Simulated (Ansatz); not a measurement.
**Work function of Ba(100): what the settings cost and change**

Aim: the work function of Ba(100) across levels of theory at one geometry.

Program: Ansatz 0.2.0. Level of theory: plane-wave DFT, PBE, Ansatz PAW, in the first sound run; inputs show where later runs differ. Results are calculated unless marked as measured.

### 1. Set-up

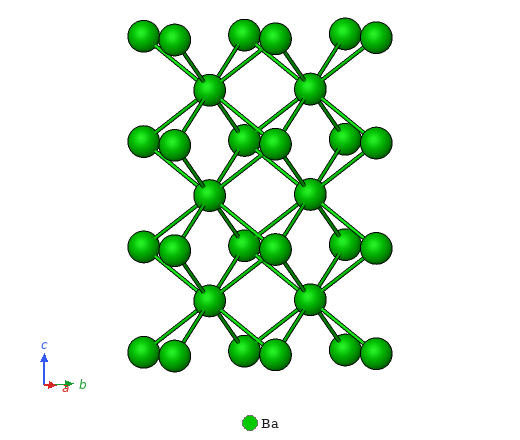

The cell as given, from the side, with the c axis up (barium green). 1×2×1 cells are drawn. Some periodic images of atoms are drawn too.

The cell holds 7 atoms: 7 Ba. Its edges and angles: a = 5.020 Å, b = 5.020 Å, c = 33.060 Å, α = 90.0°, β = 90.0°, γ = 90.0°. Vacuum lies along c.

### 2. Slab, setting PBE, Ansatz PAW (420 eV)

A work function rests on the faint tail of the density, so the SCF threshold is tight. PBE on the default files comes first; the next runs keep the geometry and change functional or files, each at the cutoff that its files recommend; a relaxation and, for heavy metals, spin-orbit coupling close the ladder.

The input, input.yaml:

```yaml
crystal:
  lattice:
    - [5.02, 0.0, 0.0]
    - [0.0, 5.02, 0.0]
    - [0.0, 0.0, 33.06]
  atoms:
    - { symbol: Ba, position: [0.0, 0.0, 0.2722323049] }
    - { symbol: Ba, position: [0.5, 0.5, 0.3481548699] }
    - { symbol: Ba, position: [0.0, 0.0, 0.424077435] }
    - { symbol: Ba, position: [0.5, 0.5, 0.5] }
    - { symbol: Ba, position: [0.0, 0.0, 0.575922565] }
    - { symbol: Ba, position: [0.5, 0.5, 0.6518451301] }
    - { symbol: Ba, position: [0.0, 0.0, 0.7277676951] }
kpoints:
  mp_grid: { grid: [8, 8, 1] }
hamiltonian:
  xc: pbe
scf:
  occupations: { method: fermi_dirac, width: 0.1 }
  convergence: { dr2_threshold: 1.0e-09 }
efield:
  axis: 3
  dipole_correction: true
  ramp_position: 0.97
  ramp_width: 0.06
output:
  write_potential: true
  write_density: true
  volumetric_format: npy
  elf: true
```

The run is started by

```
> ansatz run input.yaml --threads 2 --pin off --max-ram 3072MiB --backend cpu --events-out ev --progress --plain --runs-dir out
```

Numbers of over 12 decimals in the logs are rounded to 6 here.

What it wrote:

```text
Engine: ansatz 0.2.0, x86_64-unknown-linux-gnu
Pseudopotentials: kind: paw
Pseudopotential: Ba, paw, valence charge 10, recommended cutoff 420 eV (normal), Ba.paw.azcp
Functional definition: PBE
  parameter kappa = 0.804
  parameter beta = 0.066725
  exchange = pbe_x(kappa = kappa, mu = beta*pi^2/3)
  correlation = pbe_c(beta = beta)
Crystal: 7 atoms, lattice volume = 833.125 Å³
Basis set: ecut = 420 eV, 16363 PW (Γ)
Bands: 42, of which v1, the nominal top of the filled ones, is band 35 counted from 1 (34 counted from 0)
Symmetry: 8 space group operations
k-points: 15 of 64
Non-local potential: Ba, projectors of the file, l = 0: 3, l = 1: 2, l = 2: 2, l = 3: 2
PAW form: soft (Blöchl's): semilocal exchange-correlation on the pseudo side does not see the compensation charge
PAW one-centre angular grid: Ba, 194 points (default); XC on 64 Gauss nodes
Initial density: superposition of atomic densities (neutral atoms: chi_scale 0, normalization atom), corrected by the library's trained network
Initial wavefunctions: pseudopotential atomic-orbital guess
Functional: x = pbe(κ = 0.804, μ = 0.219515), c = pbe(β = 0.066725)
SCF iter   1: F=—  HF=-41645.936626 eV  |F-HF|=—  |Δ(HF+E_count)|=         —  Δρ=9.73e-4  dr2=1.94e-1  ethr=1.77e-3  p=0.000 e·Å  D=3.09e-14 V/Å  ΔV_dip=-0.00 eV  dr2_dipole=7.32e-9  V_vac-E_F(+/−)=2.32/2.32 eV  ⟨swp⟩=16.2  Hψ=10331  notcnv=0
efield: sawtooth ramp at fractional position 0.9700 (set: `efield.ramp_position`, or a place that a band, a saddle search or an elastic batch's reference lends), width 0.0600; the density the first Hamiltonian is built on has a dipole p = 0.000 e·Å; the dipole correction subtracts the counter field D = 3.09e-14 V/Å, which shifts the + side's vacuum level by -0.00 eV against the − side's; the planar-averaged density in the ramp window peaks in size at 1.6e-5 e/Å³
automatic band count: the SCF goes on with 49 bands, as 42 were too few: the levels above may hold too much charge
preconditioner: auto → LDOS  [metal: Δε(μ)=0.075 eV  Ē_g=1.570 eV  σ=0.100 eV  W_gap=0.18  n_scr=82 (ndim 8)  ℏωp=4.8 eV  f_vac=0.403  D(μ)=10.53/eV (n_scr^D=50)  β→1.0]
SCF iter   2: F=—  HF=-41645.932141 eV  |F-HF|=—  |Δ(HF+E_count)|=   4.49e-3  Δρ=3.47e-4  dr2=1.28e-2  ethr=2.77e-4  p=-0.000 e·Å  D=-1.43e-6 V/Å  ΔV_dip=0.00 eV  dr2_dipole=1.41e-8  V_vac-E_F(+/−)=2.35/2.35 eV  ⟨swp⟩=2.2  Hψ=874  notcnv=0
SCF iter   3: F=—  HF=-41645.932547 eV  |F-HF|=—  |Δ(HF+E_count)|=   4.06e-4  Δρ=1.11e-4  dr2=2.84e-4  ethr=1.83e-5  p=0.000 e·Å  D=1.58e-6 V/Å  ΔV_dip=-0.00 eV  dr2_dipole=4.33e-10  V_vac-E_F(+/−)=2.36/2.36 eV  ⟨swp⟩=1.4  Hψ=758  notcnv=0
SCF iter   4: F=—  HF=-41645.932716 eV  |F-HF|=—  |Δ(HF+E_count)|=   1.69e-4  Δρ=5.03e-5  dr2=5.14e-5  ethr=4.05e-7  p=-0.000 e·Å  D=-3.36e-7 V/Å  ΔV_dip=0.00 eV  dr2_dipole=4.98e-11  V_vac-E_F(+/−)=2.36/2.36 eV  ⟨swp⟩=3.1  Hψ=1419  notcnv=0
SCF iter   5: F=—  HF=-41645.932720 eV  |F-HF|=—  |Δ(HF+E_count)|=   3.96e-6  Δρ=1.08e-5  dr2=1.87e-6  ethr=7.34e-8  p=-0.000 e·Å  D=-4.67e-8 V/Å  ΔV_dip=0.00 eV  dr2_dipole=1.63e-11  V_vac-E_F(+/−)=2.36/2.36 eV  ⟨swp⟩=2.0  Hψ=1171  notcnv=0
SCF iter   6: F=—  HF=-41645.932691 eV  |F-HF|=—  |Δ(HF+E_count)|=   2.94e-5  Δρ=3.62e-6  dr2=2.34e-7  ethr=2.67e-9  p=-0.000 e·Å  D=-5.60e-8 V/Å  ΔV_dip=0.00 eV  dr2_dipole=7.94e-13  V_vac-E_F(+/−)=2.36/2.36 eV  ⟨swp⟩=2.4  Hψ=1300  notcnv=0
SCF iter   7: F=—  HF=-41645.932691 eV  |F-HF|=—  |Δ(HF+E_count)|=   3.39e-8  Δρ=1.01e-6  dr2=1.91e-8  ethr=3.34e-10  p=-0.000 e·Å  D=-2.78e-8 V/Å  ΔV_dip=0.00 eV  dr2_dipole=2.28e-13  V_vac-E_F(+/−)=2.36/2.36 eV  ⟨swp⟩=2.2  Hψ=1215  notcnv=0
SCF iter   8: F=—  HF=-41645.932691 eV  |F-HF|=—  |Δ(HF+E_count)|=  3.42e-10  Δρ=4.40e-7  dr2=5.93e-9  ethr=2.72e-11  p=-0.000 e·Å  D=-1.06e-8 V/Å  ΔV_dip=0.00 eV  dr2_dipole=1.14e-13  V_vac-E_F(+/−)=2.36/2.36 eV  ⟨swp⟩=2.9  Hψ=1588  notcnv=0
SCF iter   9: F=-41645.932691 eV  HF=-41645.932691 eV  |F-HF|=2.91e-11  |Δ(HF+E_count)|=  2.11e-10  Δρ=1.20e-7  dr2=2.49e-10  ethr=1.43e-12  p=-0.000 e·Å  D=-4.47e-9 V/Å  ΔV_dip=0.00 eV  dr2_dipole=2.82e-14  V_vac-E_F(+/−)=2.36/2.36 eV  ⟨swp⟩=6.5  Hψ=2817  notcnv=0
SCF 1 converged in 9 iterations: F = -41645.932691 eV  dr2 = 2.49e-10
  greatest PAW one-centre occupation: 0.959 electrons in one spin orbital (limit 2), on the Ba atom at site 6 (counted from 0), in its partial waves of l = 0
WARN: The output density's exchange-correlation potential varies sharply where the density is thin. Do not read a vacuum level from v_tot or v_xc, or from such a field of the output density. On a cell that repeats whose density bears no net charge and no dipole along the vacuum's axis use v_es (v_loc + v_h of the components); under efield.dipole_correction with no amplitude use v_es + v_field, which holds any externa [...]
SCF converged after 9 iterations
Free energy (F): -41645.932691 eV
Harris-Foulkes:  -41645.932691 eV  (|F-HF|=2.91e-11)
Internal energy: -41645.573201 eV  (E = F + TS)
E sigma→0 (E₀):  -41645.752946 eV
Entropy (-TS):   -0.359490 eV (-51.356 meV/atom)
Fermi energy:    2.055242 eV
Dipole field:    D = -0.000000 V/Å  (p = -0.000001 e·Å, saw-weighted, corrected)
Work function:   Φ+ = 2.3640 eV   Φ− = 2.3640 eV
Levels:          The Fermi level and band energies are counted from a zero that moves with the ramp; work functions are not
--- Per-component energies (eV) ---
  E_band       = -868.413577
  E_kinetic    = 1162.182143
  E_local      = -24214.802078  (includes V_loc(G=0)·N_el)
  E_nonlocal   = 399.377011
  E_hartree    = 11483.623845
  E_xc         = -1163.470749
  E_vxc        = -932.159722  (∫ρ·V_xc dr)
  E_paw        = -36580.648786  (= ΣΔE_a)
  E_vpaw       = -250.259059  (= ΣTr[D̂ρ^β])
  E_aug_tail   = -0.000012  (compensation charges beyond the density's cutoff)
  E_efield     = 0.000000  (sawtooth field / dipole correction)
  E_vefield    = 0.000000  (∫n·V_field dr)
  E_ewald      = 7268.165425
  E_smearing   = -0.359490  (= −TS)
  E_closure    = 0.000000  (closes the sum)
  Σ components = -41645.932691   (vs F -41645.932691, Δ=0.00e0)
--- Band table (eV; the first three rows and the last of 15) ---
  k-point 0: bands = [... 31 lower, 0.9335, 1.4806, 1.5850, 1.6042, 1.7003, 1.7887, 2.1292, 2.6663, ... 10 higher]
  k-point 1: bands = [... 31 lower, 1.0067, 1.5329, 1.6613, 1.6919, 1.7547, 1.8770, 2.1755, 2.6302, ... 10 higher]
  k-point 2: bands = [... 31 lower, 1.1515, 1.5515, 1.7763, 1.8103, 1.9061, 2.1360, 2.3788, 2.6219, ... 10 higher]
  k-point 14: bands = [... 31 lower, 1.6733, 2.0885, 2.2087, 2.4384, 2.4804, 2.4804, 2.5270, 2.5270, ... 10 higher]
```

Run time: 66 s. Hardware: 2 threads of Intel Xeon 6975P-C (Granite Rapids), shared host; peak memory 1.3 GiB; 2.1 min of CPU time.

The column dr2 measures how far the density is from self-consistency, as an energy; F and HF (Harris–Foulkes) agree once it is small.

Numbers from this step:

- energy at zero smearing: -41645.7529 eV
- work function, upper face: 2.364 eV

Running mean over 2.51 Å of the planar mean; the ramp of the sawtooth is left out. The electron's electrostatic potential energy less the Fermi level by z:

```csv
z (Å),electron's electrostatic potential energy less the Fermi level (eV)
5.0,2.32
7.5,0.0803
10.0,-3.05
12.5,-2.87
15.0,-2.92
17.5,-2.92
20.0,-2.89
22.5,-2.95
25.0,-1.54
27.5,2.26
```

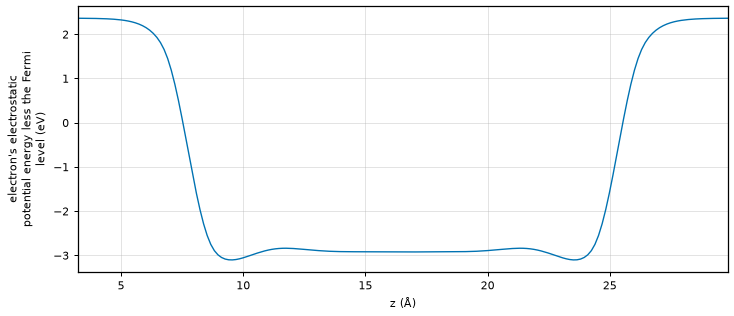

Electron's electrostatic potential energy less the Fermi level, plotted against z.

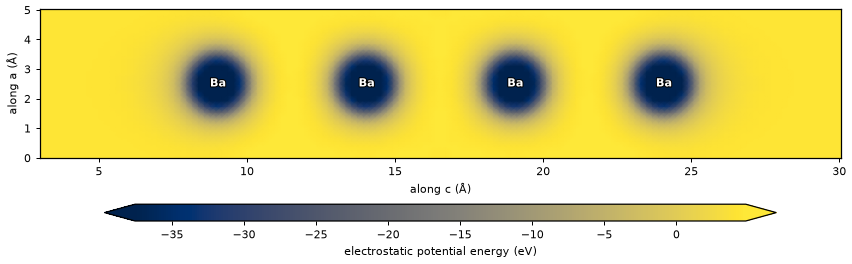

Electrostatic potential energy in the ca plane at fractional y = 0.000, with atoms of Ba within 0.2 Å of it. With pseudopotentials it is smooth inside the atoms' cores, unlike the true potential. The map starts off the cell's origin, so that atoms lie inside it. The far vacuum is left out of the map.

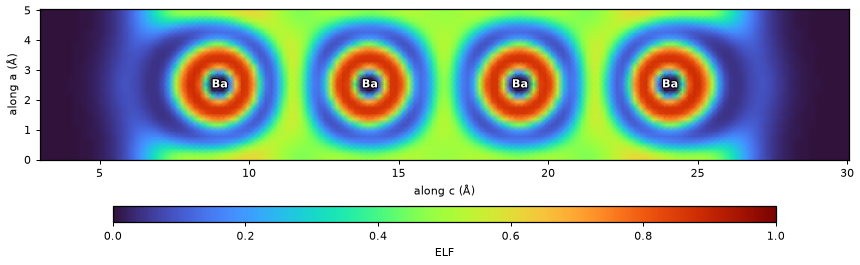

ELF in the ca plane at fractional y = 0.000, with atoms of Ba within 0.2 Å of it. It is the smooth field of the valence electrons, not physical close to the nuclei. The map starts off the cell's origin, so that atoms lie inside it. The far vacuum is left out of the map.

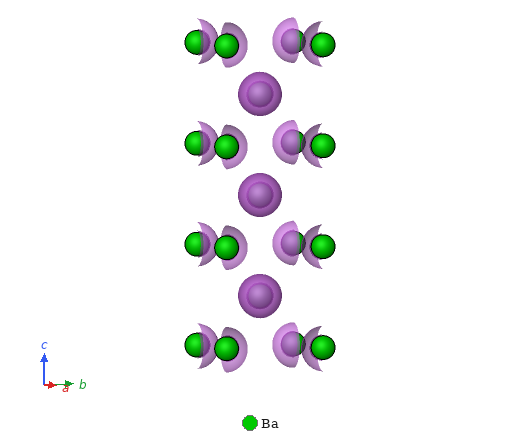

Surface of ELF = 0.8.

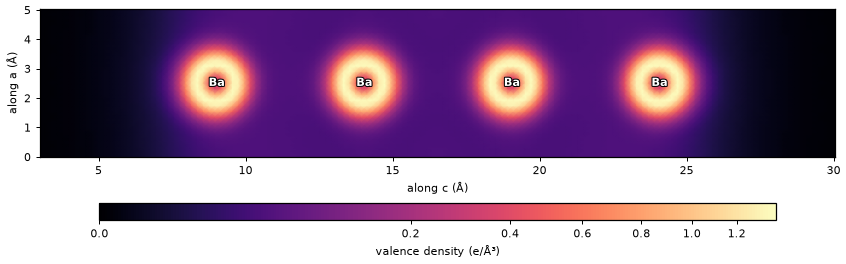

Valence density in the ca plane at fractional y = 0.000, with atoms of Ba within 0.2 Å of it. It is the smooth field of the valence electrons, not physical close to the nuclei. The map starts off the cell's origin, so that atoms lie inside it. The colour scale is stretched toward low values. The far vacuum is left out of the map.

The work function is 2.364 eV.

### 3. Slab

This step: plane-wave DFT, LDA, Ansatz PAW (Ansatz 0.2.0).

Edit input.yaml of step 2 so:

```diff
@@ -16,3 +16,3 @@
 hamiltonian:
-  xc: pbe
+  xc: lda
 scf:
@@ -29,2 +29 @@
   volumetric_format: npy
-  elf: true
```

What it wrote:

```text
[...]
Crystal: 7 atoms, lattice volume = 833.125 Å³
Basis set: ecut = 420 eV, 16363 PW (Γ)
Bands: 42, of which v1, the nominal top of the filled ones, is band 35 counted from 1 (34 counted from 0)
Symmetry: 8 space group operations
k-points: 15 of 64
[...]
k-point 0: bands = [... 31 lower, 0.7315, 1.2966, 1.3954, 1.4180, 1.5208, 1.5954, 1.9326, 2.4648, ... 10 higher]
  k-point 1: bands = [... 31 lower, 0.8022, 1.3446, 1.4728, 1.5062, 1.5705, 1.6896, 1.9817, 2.4281, ... 10 higher]
  k-point 2: bands = [... 31 lower, 0.9374, 1.3452, 1.5799, 1.6229, 1.7227, 1.9609, 2.2010, 2.4239, ... 10 higher]
  k-point 14: bands = [... 31 lower, 1.4510, 1.8818, 1.9947, 2.2405, 2.2660, 2.2660, 2.3044, 2.3044, ... 10 higher]
[key lines of the parts left out:]
SCF converged after 9 iterations
Free energy (F): -40455.668176 eV
Fermi energy:    1.855728 eV
Dipole field:    D = -0.000000 V/Å  (p = -0.000000 e·Å, saw-weighted, corrected)
Work function:   Φ+ = 2.5342 eV   Φ− = 2.5343 eV
```

Wall time 48 s (2 threads); peak memory 1.3 GiB.

The work function is 2.534 eV, +0.170 eV from the run “PBE, Ansatz PAW (420 eV)”, at 0.73 times its CPU time.

### 4. Slab

This step: plane-wave DFT, PBEsol, Ansatz PAW (Ansatz 0.2.0).

Edit input.yaml of step 3 so:

```diff
@@ -16,3 +16,3 @@
 hamiltonian:
-  xc: lda
+  xc: pbesol
 scf:
```

What it wrote:

```text
[...]
Crystal: 7 atoms, lattice volume = 833.125 Å³
Basis set: ecut = 420 eV, 16363 PW (Γ)
Bands: 42, of which v1, the nominal top of the filled ones, is band 35 counted from 1 (34 counted from 0)
Symmetry: 8 space group operations
k-points: 15 of 64
[...]
k-point 0: bands = [... 31 lower, 0.8507, 1.4050, 1.5189, 1.5382, 1.6321, 1.7220, 2.0625, 2.5993, ... 10 higher]
  k-point 1: bands = [... 31 lower, 0.9234, 1.4563, 1.5951, 1.6264, 1.6860, 1.8104, 2.1084, 2.5621, ... 10 higher]
  k-point 2: bands = [... 31 lower, 1.0668, 1.4718, 1.7038, 1.7425, 1.8408, 2.0700, 2.3116, 2.5541, ... 10 higher]
  k-point 14: bands = [... 31 lower, 1.5904, 2.0078, 2.1290, 2.3614, 2.4002, 2.4002, 2.4456, 2.4456, ... 10 higher]
[key lines of the parts left out:]
SCF converged after 9 iterations
Free energy (F): -41037.181586 eV
Fermi energy:    1.981161 eV
Dipole field:    D = 0.000000 V/Å  (p = 0.000000 e·Å, saw-weighted, corrected)
Work function:   Φ+ = 2.4011 eV   Φ− = 2.4012 eV
```

It took 67 s on 2 threads; peak memory 1.3 GiB.

The work function is 2.401 eV, +0.037 eV from the run “PBE, Ansatz PAW (420 eV)”, at 0.95 times its CPU time.

### 5. Run

This step: plane-wave DFT, RPBE, Ansatz PAW (Ansatz 0.2.0).

Edit input.yaml of step 4 so:

```diff
@@ -16,3 +16,3 @@
 hamiltonian:
-  xc: pbesol
+  xc: rpbe
 scf:
```

What it wrote:

```text
[...]
Crystal: 7 atoms, lattice volume = 833.125 Å³
Basis set: ecut = 420 eV, 16363 PW (Γ)
Bands: 42, of which v1, the nominal top of the filled ones, is band 35 counted from 1 (34 counted from 0)
Symmetry: 8 space group operations
k-points: 15 of 64
[...]
k-point 0: bands = [... 31 lower, 1.0418, 1.5783, 1.6855, 1.7028, 1.7947, 1.8909, 2.2323, 2.7708, ... 10 higher]
  k-point 1: bands = [... 31 lower, 1.1163, 1.6330, 1.7611, 1.7900, 1.8516, 1.9760, 2.2770, 2.7355, ... 10 higher]
  k-point 2: bands = [... 31 lower, 1.2665, 1.6619, 1.8806, 1.9092, 2.0027, 2.2276, 2.4718, 2.7258, ... 10 higher]
  k-point 14: bands = [... 31 lower, 1.7925, 2.1979, 2.3226, 2.5429, 2.5941, 2.5941, 2.6424, 2.6424, ... 10 higher]
[key lines of the parts left out:]
SCF converged after 9 iterations
Free energy (F): -41713.667979 eV
Fermi energy:    2.160719 eV
Dipole field:    D = -0.000000 V/Å  (p = -0.000001 e·Å, saw-weighted, corrected)
Work function:   Φ+ = 2.2597 eV   Φ− = 2.2597 eV
```

The job ended after 63 s (2 threads; peak memory 1.3 GiB; 1.9 min of CPU time).

The work function is 2.260 eV, -0.104 eV from the run “PBE, Ansatz PAW (420 eV)”, at 0.88 times its CPU time.

### 6. Slab

This step: plane-wave DFT, r2SCAN, Ansatz PAW (Ansatz 0.2.0).

Edit input.yaml of step 5 so:

```diff
@@ -16,3 +16,3 @@
 hamiltonian:
-  xc: rpbe
+  xc: r2scan
 scf:
```

What it wrote:

```text
[...]
Crystal: 7 atoms, lattice volume = 833.125 Å³
Basis set: ecut = 500 eV, 21109 PW (Γ), exchange–correlation on 160×160×972 points (64 copies of the dense FFT grid, shifted against one another)
Bands: 42, of which v1, the nominal top of the filled ones, is band 35 counted from 1 (34 counted from 0)
Symmetry: 8 space group operations
k-points: 15 of 64
[...]
k-point 0: bands = [... 31 lower, 0.9148, 1.4545, 1.5691, 1.5859, 1.6761, 1.7943, 2.1685, 2.7577, ... 10 higher]
  k-point 1: bands = [... 31 lower, 0.9995, 1.5209, 1.6501, 1.6776, 1.7432, 1.8794, 2.2136, 2.7234, ... 10 higher]
  k-point 2: bands = [... 31 lower, 1.1788, 1.5854, 1.7982, 1.8099, 1.9033, 2.1324, 2.4005, 2.7065, ... 10 higher]
  k-point 14: bands = [... 31 lower, 1.7686, 2.1778, 2.3195, 2.5330, 2.6124, 2.6124, 2.6571, 2.6571, ... 10 higher]
[key lines of the parts left out:]
SCF converged after 10 iterations
Free energy (F): -41750.295405 eV
Fermi energy:    2.107826 eV
Dipole field:    D = -0.000000 V/Å  (p = -0.000000 e·Å, saw-weighted, corrected)
Work function:   Φ+ = 2.3351 eV   Φ− = 2.3351 eV
```

It took 2.1 min on 2 threads; peak memory 2.6 GiB.

The work function is 2.335 eV, -0.029 eV from the run “PBE, Ansatz PAW (420 eV)”, at 1.9 times its CPU time.

### 7. Run

This step: plane-wave DFT, PBE, JTH PAW (Ansatz 0.2.0).

Edit input.yaml of step 6 so:

```diff
@@ -16,3 +16,4 @@
 hamiltonian:
-  xc: r2scan
+  xc: pbe
+  pseudopotentials: { kind: paw, source: jth }
 scf:
```

What it wrote:

```text
[...]
k-point 0: bands = [... 31 lower, 0.9613, 1.5085, 1.6182, 1.6339, 1.7288, 1.8282, 2.1781, 2.7295, ... 10 higher]
  k-point 1: bands = [... 31 lower, 1.0350, 1.5622, 1.6950, 1.7233, 1.7868, 1.9138, 2.2217, 2.6854, ... 10 higher]
  k-point 2: bands = [... 31 lower, 1.1813, 1.5843, 1.8121, 1.8435, 1.9424, 2.1691, 2.4169, 2.6645, ... 10 higher]
  k-point 14: bands = [... 31 lower, 1.7032, 2.1207, 2.2375, 2.4675, 2.5096, 2.5096, 2.5570, 2.5570, ... 10 higher]
[key lines of the parts left out:]
SCF converged after 12 iterations
Free energy (F): -41540.283047 eV
Fermi energy:    2.090631 eV
Dipole field:    D = -0.000001 V/Å  (p = -0.000002 e·Å, saw-weighted, corrected)
Work function:   Φ+ = 2.3664 eV   Φ− = 2.3664 eV
```

Wall time 2 min (2 threads); peak memory 2.2 GiB; 3.7 min of CPU time.

The work function is 2.366 eV, +0.002 eV from the run “PBE, Ansatz PAW (420 eV)”, at 1.8 times its CPU time.

### 8. Run

This step: plane-wave DFT, PBE, norm-conserving (Ansatz 0.2.0).

Edit input.yaml of step 7 so:

```diff
@@ -17,3 +17,3 @@
   xc: pbe
-  pseudopotentials: { kind: paw, source: jth }
+  pseudopotentials: { kind: nc }
 scf:
```

What it wrote:

```text
[...]
Crystal: 7 atoms, lattice volume = 833.125 Å³
Basis set: ecut = 770 eV, 40409 PW (Γ)
Bands: 42, of which v1, the nominal top of the filled ones, is band 35 counted from 1 (34 counted from 0)
Symmetry: 8 space group operations
k-points: 15 of 64
[...]
k-point 0: bands = [... 31 lower, 0.9580, 1.5059, 1.6113, 1.6304, 1.7263, 1.8151, 2.1558, 2.6934, ... 10 higher]
  k-point 1: bands = [... 31 lower, 1.0312, 1.5582, 1.6876, 1.7182, 1.7808, 1.9033, 2.2020, 2.6572, ... 10 higher]
  k-point 2: bands = [... 31 lower, 1.1761, 1.5769, 1.8023, 1.8364, 1.9325, 2.1622, 2.4050, 2.6485, ... 10 higher]
  k-point 14: bands = [... 31 lower, 1.6987, 2.1144, 2.2345, 2.4647, 2.5071, 2.5071, 2.5538, 2.5538, ... 10 higher]
[key lines of the parts left out:]
SCF converged after 10 iterations
Free energy (F): -5329.842770 eV
Fermi energy:    2.081248 eV
Dipole field:    D = 0.000000 V/Å  (p = 0.000000 e·Å, saw-weighted, corrected)
Work function:   Φ+ = 2.3639 eV   Φ− = 2.3639 eV
```

Wall time 2.8 min (2 threads); peak memory 2.4 GiB.

The work function is 2.364 eV, -0.000 eV from the run “PBE, Ansatz PAW (420 eV)”, at 2.7 times its CPU time.

[end of part 1 of 2]

[Logs are printed without paths, hosts, clocks, repeated set-up lines and the standing remarks that a program may print on its own settings, such as how far it seeks lower states.]

[Hosts, paths, dates, database ids (printed as entryN), source tags and the programs' standing remarks are cut or masked in the printed files.]

[Maps of the electrostatic potential energy from Ansatz leave out the sawtooth potential of an applied field or a dipole correction, so their vacuum need not be flat; planar profiles and work functions include it.]
